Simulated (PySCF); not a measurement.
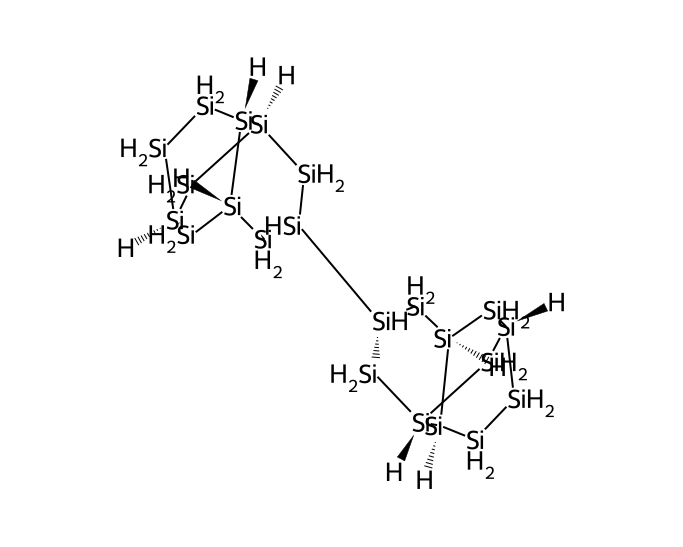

The computed structure is the end point of a GFN2-xTB optimisation. No frequency run is at hand to confirm it as a minimum. Level of theory: PBE0/def2-SVP, gas phase (PySCF 2.14.0). Excitations: vertical, linear response.

What does the calculation give?

The species is Si22H34 (`[SiH2]1[SiH2][Si@@H]2[Si@@H]3[SiH2][Si@H]1[SiH2][Si@H]2[SiH2][Si@H]([Si@@H]1[SiH2][Si@H]2[SiH2][Si@@H]4[SiH2][SiH2][Si@H]2[Si@@H]([SiH2]4)[SiH2]1)[SiH2]3`).
- HOMO energy (Kohn–Sham orbital): −7.39 eV
- LUMO energy (Kohn–Sham orbital): −1.65 eV
- HOMO–LUMO gap: 5.73 eV
- mean static polarisability: 646.2 bohr³
- lowest vertical singlet excitation: 5.00 eV
- its oscillator strength: 0.517

The geometry is semi-empirical. Around Si such bond lengths and angles can be off by a tenth of an ångström or more and by several degrees, and values that hang on the shape move with them.
